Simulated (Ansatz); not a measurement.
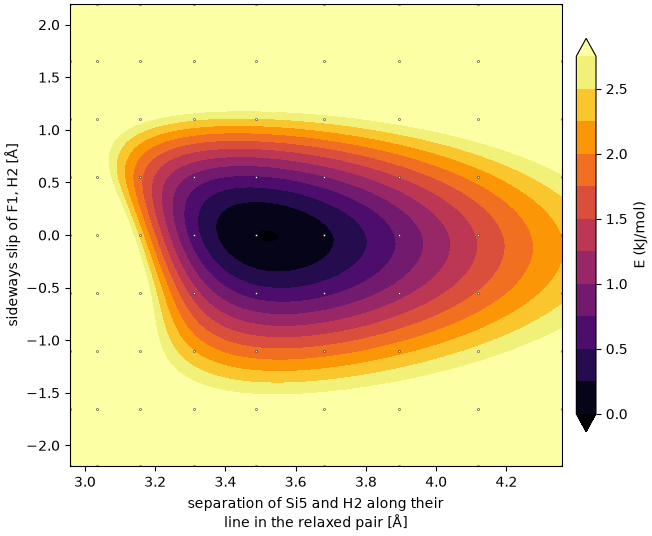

The pair FH···CH₆OSi. Coordinates scanned: (1) separation of Si5 and H2 along their line in the relaxed pair; (2) sideways slip of F1, H2. Nothing is relaxed (both partners rigid). The scan uses a 9 × 9 grid. Points are written as (first, second). All energies are given in kJ/mol relative to the lowest grid point. These are results of Ansatz, RHF/def2-SVPD, not measurements.

The picture shows filled contours, dots at the grid points, one colour for all values above the top of the scale. Between grid points the surface is interpolated.

Where is the minimum, and how stiff is the well along each coordinate?

Answer. The interpolated minimum is at the first coordinate ≈ 3.522 Å, sideways slip of F1, H2 ≈ −0.01 Å. The curvatures there are about 0.2 eV/Å² and 0.052 eV/Å², with a cross term of about 0.019 eV/Å². Round the minimum the valley is somewhat tilted: raising the first coordinate shifts the best value of sideways slip of F1, H2 downwards (coupling k₁₂/√(k₁₁k₂₂) about 0.2). (1 eV is 96.5 kJ/mol.)
